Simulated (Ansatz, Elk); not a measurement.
**FeSnCl6: X-ray structure factors from the self-consistent density**

Structure refinements treat a crystal as free atoms side by side. For a made-up structure of FeSnCl6 (cell and positions from a PBE relaxation) the runs below show what the calculated density changes in F(hkl).

Program: Elk 11.2.3 (patched build). Level of theory: DFT, PBE, all-electron APW+lo, Dirac cores, scalar-relativistic bands, static density, ferromagnetic start. Results are calculated unless marked as measured.

The structure was built from a prototype and need not be the compound's stable phase.

### Step 1. The starting structure

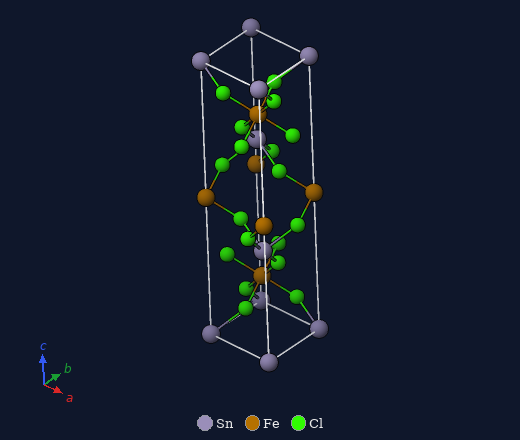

The starting structure, seen slightly off an axis (tin purple, iron orange, chlorine green). This picture shows the conventional cell, with its axes. Bonds to atoms that aren't drawn are left out. Some periodic images of atoms are drawn too.

Coordinates:

```cif
data_structure
_symmetry_space_group_name_H-M 'R-3:H'
_symmetry_Int_Tables_number 148
_cell_length_a 6.3531
_cell_length_b 6.3531
_cell_length_c 16.9996
_cell_angle_alpha 90.000
_cell_angle_beta 90.000
_cell_angle_gamma 120.000
_cell_volume 594.22
loop_
_atom_site_label
_atom_site_type_symbol
_atom_site_symmetry_multiplicity
_atom_site_Wyckoff_symbol
_atom_site_fract_x
_atom_site_fract_y
_atom_site_fract_z
_atom_site_occupancy
Sn1 Sn 3 a 0.00000 0.00000 0.00000 1
Fe1 Fe 3 b 0.33333 0.66667 0.16667 1
Cl1 Cl 18 f 0.31584 0.34336 0.08512 1
```

### Step 2. Ground state and structure factors

An all-electron density is needed, since X-rays see the cores too. Task 0 finds the density and task 195 Fourier-transforms it; tshift is off so that phases refer to the origin typed.

The input, elk.in:

```
tasks
  0
  195
  196

xctype
  20

spinpol
  .true.

rgkmax
  7.0

gmaxvr
  14.0

lmaxo
  7

lmaxapw
  8

swidth
  0.002

tshift
  .false.

ramdisk
  .false.

hmaxvr
  5.5

maxscl
  120

epspot
  1e-06

reducebf
  0.8

sppath
  './'

avec
  6.00285422262 3.46574950163 10.70819475404
  -6.00285422262 3.46574950163 10.70819475404
  0.00000000000 -6.93149900238 10.70819475433

atoms
  3
  'Sn.in'
  1
  0.0000000000 -0.0000000000 -0.0000000000   0.000000 0.000000 0.000000
  'Fe.in'
  1
  0.5000000000 0.5000000000 0.5000000000   0.000000 0.000000 -0.175000
  'Cl.in'
  6
  0.2582357383 0.8873554079 0.5990366080   0.000000 0.000000 0.000000
  0.8873554079 0.5990366080 0.2582357383   0.000000 0.000000 0.000000
  0.5990366080 0.2582357383 0.8873554079   0.000000 0.000000 0.000000
  0.7417642617 0.1126445921 0.4009633920   0.000000 0.000000 0.000000
  0.1126445921 0.4009633920 0.7417642617   0.000000 0.000000 0.000000
  0.4009633920 0.7417642617 0.1126445921   0.000000 0.000000 0.000000

ngridk
  4 4 4
```

Command:

```console
> OMP_NUM_THREADS=4 elk
```

Numbers of over 12 decimals in the logs are rounded to 6 here.

The log of the run:

```text
┌─────────────────────────┐
│ Elk code version 11.2.3 │
└─────────────────────────┘

All units are atomic (Hartree, Bohr, etc.)

┌─────────────────────────────────────────────────┐
│ Ground-state run starting from atomic densities │
└─────────────────────────────────────────────────┘

Lattice vectors :
   6.002854223       3.465749502       10.70819475
  -6.002854223       3.465749502       10.70819475
   0.000000000      -6.931499002       10.70819475

Reciprocal lattice vectors :
  0.5233498161      0.3021561572      0.1955880660
 -0.5233498161      0.3021561572      0.1955880660
 -0.1505034331E-17 -0.6043123144      0.1955880660

Unit cell volume      :    1336.664697
Brillouin zone volume :   0.1855739993

Muffin-tin inner radius fraction :   0.1000000000E-01

Nuclei treated as point charges

Species : 1 (Sn)
 parameters loaded from : Sn.in
 name : tin
 nuclear charge    :   -50.00000000
 electronic charge :    50.00000000
 atomic mass :    216395.0922
 muffin-tin radius :    2.595970025
 number of radial points in muffin-tin :   1193
 inner part over the whole radius :   0.9918723537E-02
 number on inner part of muffin-tin    :    850
 approximate nuclear radius :   0.8828114845E-04
 number of mesh points to nuclear radius :    428
 atomic positions (lattice), magnetic fields (Cartesian) :
  1 :   0.00000000  0.00000000  0.00000000    0.00000000  0.00000000  0.00000000

Species : 2 (Fe)
 parameters loaded from : Fe.in
 name : iron
 nuclear charge    :   -26.00000000
 electronic charge :    26.00000000
 atomic mass :    101799.2075
 muffin-tin radius :    2.373744772
 number of radial points in muffin-tin :    993
 inner part over the whole radius :   0.9928439305E-02
 number on inner part of muffin-tin    :    700
 approximate nuclear radius :   0.7160107270E-04
 number of mesh points to nuclear radius :    332
 atomic positions (lattice), magnetic fields (Cartesian) :
  1 :   0.50000000  0.50000000  0.50000000    0.00000000  0.00000000 -0.17500000

Species : 3 (Cl)
 parameters loaded from : Cl.in
 name : chlorine
 nuclear charge    :   -17.00000000
 electronic charge :    17.00000000
 atomic mass :    64626.86550
 muffin-tin radius :    2.172560033
 number of radial points in muffin-tin :    793
 inner part over the whole radius :   0.9837685740E-02
 number on inner part of muffin-tin    :    554
 approximate nuclear radius :   0.6305718926E-04
 number of mesh points to nuclear radius :    253
 atomic positions (lattice), magnetic fields (Cartesian) :
  1 :   0.25823574 -0.11264459 -0.40096339    0.00000000  0.00000000  0.00000000
  2 :  -0.11264459 -0.40096339  0.25823574    0.00000000  0.00000000  0.00000000
  3 :  -0.40096339  0.25823574 -0.11264459    0.00000000  0.00000000  0.00000000
  4 :  -0.25823574  0.11264459  0.40096339    0.00000000  0.00000000  0.00000000
  5 :   0.11264459  0.40096339 -0.25823574    0.00000000  0.00000000  0.00000000
  6 :   0.40096339 -0.25823574  0.11264459    0.00000000  0.00000000  0.00000000

Total number of atoms per unit cell :    8
Total muffin-tin volume :    387.0307124
 ratio of muffin-tin to unit cell volume :   0.2895495881

Spin treatment :
 spin-polarised
 global magnetic field (Cartesian) :    0.000000000       0.000000000       0.000000000
 collinear magnetisation in z-direction

Number of Bravais lattice symmetries :   12
Number of crystal symmetries         :    6
Crystal has inversion symmetry
Real symmetric eigensolver will be used

k-point grid :      4     4     4
k-point offset :    0.000000000       0.000000000       0.000000000
k-point set is reduced with full crystal symmetry group
Total number of k-points :       14

Muffin-tin radius times maximum |G+k| :    7.000000000
 using average radius
Maximum |G+k| for APW functions       :    3.110234199
Maximum (1/2)|G+k|²                   :    4.836778385
Maximum |G| for potential and density :    14.00000000
Constant for pseudocharge density :    9
 order of it for each species :   16  16  16
[...]
Absolute change in total energy (target)   :    3.710617689     (  0.1000000000E-03)

[... loops 3 to 23 left out ...]

┌──────────────────┐
│ Loop number : 24 │
└──────────────────┘

Energies :
 Fermi                       :     0.71981820132079E-01
 sum of occupied eigenvalues :     -6050.2169094489
 electron kinetic            :      10577.946934532
 core electron kinetic       :      10086.584462547
 Coulomb                     :     -20408.643933509
 Coulomb potential           :     -16121.062526237
 nuclear-nuclear             :     -1042.0703526985
 electron-nuclear            :     -22632.392759829
 Hartree                     :      3265.8191790182
 Madelung                    :     -12348.112670391
 xc potential                :     -506.84424038284
 xc effective B-field        :    -0.257063
 external B-field            :      0.000000
 exchange                    :     -382.51268645486
 correlation                 :     -7.891308
 electron entropic           :    -0.10842564546332E-02
 total energy                :     -10221.102078182
 (external B-field energy excluded from total)

Density of states at Fermi energy :    79.16864629
 (states/Hartree/unit cell)

Estimated indirect band gap :   0.2765132528E-02
 from k-point 3 to k-point 1
Estimated direct band gap   :   0.7722606838E-02
 at k-point 3

Charges :
 core                        :    100.0000000
 valence                     :    78.00000000
 interstitial                :    12.03557490
 muffin-tins (core leakage)
  species : 1 (Sn)
[...]
species : 2 (Fe)
[...]
species : 3 (Cl)
[...]
total in muffin-tins        :    165.9644251
 total calculated charge     :    178.0001393
 total charge                :    178.0000000
 error                       :   0.1393436400E-03

Moments :
 interstitial                :   0.1354569289
 muffin-tins
  species : 1 (Sn)
[...]
species : 2 (Fe)
[...]
species : 3 (Cl)
[...]
total in muffin-tins        :    3.868159105
 total moment                :    4.003616034

RMS change in Kohn-Sham potential (target) :   0.7227205224E-07 (  0.1000000000E-05)
Absolute change in total energy (target)   :   0.3343803110E-04 (  0.1000000000E-03)

Convergence targets achieved

┌──────────────────┐
│ Loop number : 25 │
└──────────────────┘

Energies :
 Fermi                       :     0.71982036621408E-01
 sum of occupied eigenvalues :     -6050.2169143092
 electron kinetic            :      10577.946921260
 core electron kinetic       :      10086.584462777
 Coulomb                     :     -20408.643935711
 Coulomb potential           :     -16121.062532209
 nuclear-nuclear             :     -1042.0703526985
 electron-nuclear            :     -22632.392757844
 Hartree                     :      3265.8191748321
 Madelung                    :     -12348.112669606
 xc potential                :     -506.84422929823
 xc effective B-field        :    -0.257063
 external B-field            :      0.000000
 exchange                    :     -382.51268676454
 correlation                 :     -7.891308
 electron entropic           :    -0.10842537463336E-02
 total energy                :     -10221.102093923
 (external B-field energy excluded from total)

Density of states at Fermi energy :    79.16837870
 (states/Hartree/unit cell)

Estimated indirect band gap :   0.2764932179E-02
 from k-point 3 to k-point 1
Estimated direct band gap   :   0.7722587442E-02
 at k-point 3

Charges :
 core                        :    100.0000000
 valence                     :    78.00000000
 interstitial                :    12.03557515
 muffin-tins (core leakage)
  species : 1 (Sn)
[...]
species : 2 (Fe)
[...]
species : 3 (Cl)
[...]
atom 4                    :    15.57456304     (  0.1853310700E-04)
   atom 5                    :    15.57456304     (  0.1853310700E-04)
   atom 6                    :    15.57456304     (  0.1853310700E-04)
 total in muffin-tins        :    165.9644249
 total calculated charge     :    178.0001393
 total charge                :    178.0000000
 error                       :   0.1393435000E-03

Moments :
 interstitial                :   0.1354561572
 muffin-tins
  species : 1 (Sn)
[...]
species : 2 (Fe)
[...]
species : 3 (Cl)
[...]
atom 4                    :   0.5532363335E-01
   atom 5                    :   0.5532363335E-01
   atom 6                    :   0.5532363335E-01
 total in muffin-tins        :    3.868160184
 total moment                :    4.003616341

┌──────────────────────────────┐
│ Self-consistent loop stopped │
└──────────────────────────────┘

Wrote STATE.OUT
```

It took 17 min on 4 threads of Intel Xeon Platinum 8259CL at 2.50GHz (Skylake/Cascade Lake), shared host; peak memory 0.72 GiB; 50 min of CPU time.

SFACRHO.OUT:

```text

h k l indices transformed by vhmat matrix:
   1.000000000       0.000000000       0.000000000    
   0.000000000       1.000000000       0.000000000    
   0.000000000       0.000000000       1.000000000    

      h      k      l  multipl.   |H|            Re(F)            Im(F)           |F|

      0      0      0      1   0.0000000       178.00000      0.13813937E-15   178.00000    
      1      1      1      2  0.58676420       19.626695      0.13912462E-13   19.626695    
     -1      0      0      6  0.63517562       19.392912     -0.23187436E-14   19.392912    
      1      0      1      6  0.71986953       76.135270     -0.91300530E-14   76.135270    
      1      1      2      6  0.98856888       58.640714     -0.92749745E-14   58.640714    
      1      0     -1      6   1.0466996       24.821608     -0.23187436E-14   24.821608    
     -2     -2     -1      6   1.1495915       23.140233      0.23187436E-13   23.140233    
      2      2      2      2   1.1735284      -14.225304     -0.14781991E-13   14.225304    
      0      2      1      6   1.1999468      -42.428736      0.81156027E-14   42.428736    
      1      2      0      6   1.1999468       86.377858      0.10434346E-13   86.377858    
     -1     -1      1      6   1.2243481       24.631767     -0.14492148E-14   24.631767    
     -2      0      0      6   1.2703512       48.191626      0.57968591E-14   48.191626    
      2      0      2      6   1.4397391       70.849384     -0.81156027E-14   70.849384    
      2      2      3      6   1.4965538       22.410444      0.17390577E-13   22.410444    
      3      1      1      6   1.5547157       16.806853     -0.22607750E-13   16.806853    
     -3     -1     -2      6   1.5724977       85.458960      0.10434346E-13   85.458960    
      2      1      3      6   1.5724977       92.875413      0.53331103E-13   92.875413    
     -1      0      2      6   1.6107788       34.485769     -0.92749745E-14   34.485769
```

Elk indexes on the primitive cell of elk.in and gives |H| = 4π sin θ/λ in inverse bohr. Below, one row stands for each form hkl of the conventional cell (m members, Friedel mates merged), F is for one primitive cell and the density is static (no thermal factor). Free-atom factors are Waasmaier and Kirfel's, and R is Σm||F|−|F'||/Σm|F|.

| hkl | m | sin θ/λ (Å⁻¹) | abs F, DFT | neutral atoms | diff. | ions | diff. |
| --- | --- | --- | --- | --- | --- | --- | --- |
| 003 | 2 | 0.088 | 19.627 | 19.781 | -0.155 | 18.355 | +1.271 |
| 101 | 6 | 0.096 | 19.393 | 19.569 | -0.176 | 18.243 | +1.150 |
| 012 | 6 | 0.108 | 76.135 | 76.363 | -0.227 | 74.156 | +1.980 |
| 104 | 6 | 0.149 | 58.641 | 58.970 | -0.329 | 57.945 | +0.696 |
| 110 | 6 | 0.157 | 24.822 | 25.242 | -0.421 | 24.189 | +0.632 |
| 015 | 6 | 0.173 | 23.140 | 23.188 | -0.048 | 22.862 | +0.279 |
| 006 | 2 | 0.176 | 14.225 | 13.598 | +0.627 | 14.184 | +0.042 |
| 2 -1 3 | 6 | 0.180 | 42.429 | 41.926 | +0.503 | 42.378 | +0.051 |
| 113 | 6 | 0.180 | 86.378 | 85.882 | +0.496 | 85.801 | +0.577 |
| 021 | 6 | 0.184 | 24.632 | 24.671 | -0.040 | 24.441 | +0.191 |
| 202 | 6 | 0.191 | 48.192 | 48.450 | -0.258 | 48.378 | -0.187 |
| 024 | 6 | 0.216 | 70.849 | 70.539 | +0.310 | 70.740 | +0.109 |
| 107 | 6 | 0.225 | 22.410 | 22.370 | +0.041 | 22.383 | +0.027 |
| 205 | 6 | 0.234 | 16.807 | 16.671 | +0.136 | 16.740 | +0.067 |
| 116 | 6 | 0.236 | 85.459 | 85.386 | +0.073 | 85.634 | -0.175 |
| 2 -1 6 | 6 | 0.236 | 92.875 | 92.900 | -0.025 | 93.119 | -0.244 |
| 211 | 6 | 0.242 | 34.486 | 34.234 | +0.252 | 34.261 | +0.225 |
| 3 -1 1 | 6 | 0.242 | 8.455 | 8.478 | -0.023 | 8.613 | -0.157 |

The ions are Fe2+, Sn4+ and Cl−, by formal charge.

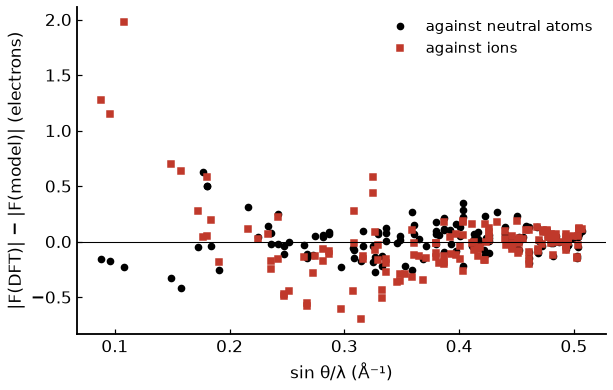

Difference between the calculated structure factors and the independent-atom ones.

### Step 3. The magnetisation density

The same run holds the spin density, and task 196 transforms it. The order is that of the start, and no other was tried.

SFACMAG_1.OUT:

```text

h k l indices transformed by vhmat matrix:
   1.000000000       0.000000000       0.000000000    
   0.000000000       1.000000000       0.000000000    
   0.000000000       0.000000000       1.000000000    

      h      k      l  multipl.   |H|            Re(F)            Im(F)           |F|

      0      0      0      1   0.0000000       4.0036165      0.83424517E-17   4.0036165    
      1      1      1      2  0.58676420      -3.3507613      0.11072907E-14   3.3507613    
     -1      0      0      6  0.63517562      -3.3564939     -0.38041888E-15   3.3564939    
      1      0      1      6  0.71986953       3.2319992     -0.70705830E-15   3.2319992    
      1      1      2      6  0.98856888       2.9081509     -0.13246729E-14   2.9081509    
      1      0     -1      6   1.0466996       2.7760006     -0.45740841E-15   2.7760006    
     -2     -2     -1      6   1.1495915      -2.8045438      0.30161782E-14   2.8045438    
      2      2      2      2   1.1735284       2.5000453     -0.19202096E-14   2.5000453    
      0      2      1      6   1.1999468      -2.9224841      0.97142677E-15   2.9224841    
      1      2      0      6   1.1999468      -2.5946955      0.97595557E-15   2.5946955    
     -1     -1      1      6   1.2243481      -2.7847717     -0.32154453E-15   2.7847717    
     -2      0      0      6   1.2703512       2.5777624      0.63403146E-15   2.5777624    
      2      0      2      6   1.4397391       2.4420377     -0.11456439E-14   2.4420377    
      2      2      3      6   1.4965538      -2.2987998      0.19405892E-14   2.2987998    
      3      1      1      6   1.5547157      -2.1878310     -0.25341445E-14   2.1878310    
     -3     -1     -2      6   1.5724977       2.2768047      0.16065904E-14   2.2768047
```

The total moment is 4.00 μB a cell; sphere moments: Sn1 -0.05, Fe2 +3.59, Cl3 +0.06, Cl4 +0.06, Cl5 +0.06, Cl6 +0.06, Cl7 +0.06, Cl8 +0.06 μB. Polarised neutrons measure spin and orbital magnetisation together; without spin-orbit coupling the run gives the spin part:

| hkl | sin θ/λ (Å⁻¹) | abs F_M (μB) |
| --- | --- | --- |
| 003 | 0.088 | 3.351 |
| 101 | 0.096 | 3.357 |
| 012 | 0.108 | 3.232 |
| 104 | 0.149 | 2.908 |
| 110 | 0.157 | 2.776 |
| 015 | 0.173 | 2.804 |
| 006 | 0.176 | 2.500 |
| 2 -1 3 | 0.180 | 2.922 |
| 113 | 0.180 | 2.595 |
| 021 | 0.184 | 2.785 |
| 202 | 0.191 | 2.578 |
| 024 | 0.216 | 2.442 |
| 107 | 0.225 | 2.299 |
| 205 | 0.234 | 2.188 |

### Step 4. The highest occupied states alone

An energy window below the Fermi level keeps the highest occupied states, to see at which angles they scatter; shallow core shells can lie inside it and anion s states outside. No new self-consistency is needed.

elk.in, as its differences from that of step 2:

```diff
@@ -1,5 +1,3 @@
 tasks
-  0
   195
-  196
 
@@ -44,2 +42,5 @@
 
+wsfac
+  -0.295510 0.371980
+
 sppath
```

Command:

```console
> OMP_NUM_THREADS=4 elk
```

The log of the run:

```text
┌─────────────────────────────────┐
│ Elk code version 11.2.3 started │
└─────────────────────────────────┘

Info(readinput): the functional depends on the density's gradient
 muffin-tin radial points multiplied by    2.00000
 (not where nrmtscf is given)

┌────────────────────┐
│ Current task : 195 │
└────────────────────┘
Info(checkmt): changed muffin-tin radius of species 1 (Sn) from   2.6000 to   2.5960
Info(checkmt): changed muffin-tin radius of species 2 (Fe) from   2.4000 to   2.3737
Info(checkmt): changed muffin-tin radius of species 3 (Cl) from   2.2000 to   2.1726

Info(sfacrho): density structure factors written to SFACRHO.OUT

 Energy window :  -0.2955100000      0.3719800000

┌──────────────────┐
│ Elk code stopped │
└──────────────────┘
```

The job ended after 53 s (4 threads; peak memory 0.41 GiB; 63 s of CPU time).

States within 10 eV below the Fermi level hold 42.00 electrons; any levels below the window count with the cores. Their amplitudes can exceed the total, where window and core parts have opposite phase:

| hkl | sin θ/λ (Å⁻¹) | abs F, window | abs F, all |
| --- | --- | --- | --- |
| 003 | 0.088 | 5.296 | 19.627 |
| 101 | 0.096 | 5.293 | 19.393 |
| 012 | 0.108 | 8.851 | 76.135 |
| 104 | 0.149 | 4.303 | 58.641 |
| 110 | 0.157 | 2.330 | 24.822 |
| 015 | 0.173 | 3.597 | 23.140 |
| 006 | 0.176 | 8.336 | 14.225 |
| 2 -1 3 | 0.180 | 14.465 | 42.429 |
| 113 | 0.180 | 7.079 | 86.378 |
| 021 | 0.184 | 3.224 | 24.632 |

(Continued in part 2 of 2.)

[Logs are printed without paths, hosts, clocks, repeated set-up lines and the standing remarks that a program may print on its own settings, such as how far it seeks lower states.]

[Hosts, paths, dates, database ids (printed as entryN), source tags and the programs' standing remarks are cut or masked in the printed files.]
